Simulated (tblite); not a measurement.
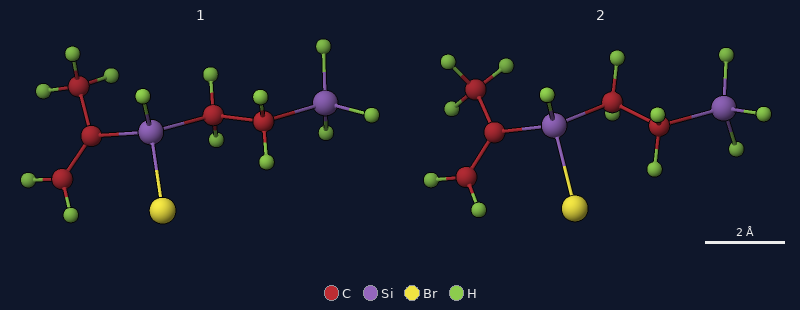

Two geometries of C5H13BrSi2, drawn at one scale. One is the start of a relaxation, the other its converged end. A ball-and-stick model, seen from a free direction.

Computed with GFN2-xTB geometry optimisation, gas phase (tblite). 

**Which geometry has the lower energy?**

Structure 1 is the relaxed one. The largest move after the best rigid fit is that of an H atom, 0.71 Å. By element the largest moves are H 0.71 Å, Br 0.46 Å, C 0.33 Å, Si 0.19 Å. Some distances before and after: C–Si 1.831 → 1.884 Å, C–Si 1.855 → 1.901 Å, C–H 1.137 → 1.092 Å, Br–Si 2.274 → 2.233 Å. Bond angles that change, for instance: Si–C–C 104.3° → 113.3°, C–C–Si 121.6° → 115.2°, C–Si–H 114.5° → 108.6°. Groups turn about C–Si by about 35°, C–C by about 30°. Over 105 geometry steps the energy falls by 58.7 kJ/mol. The run took 2.6 s on 1 thread of Intel(R) Xeon(R) Processor @ 2.50GHz, on a shared host.
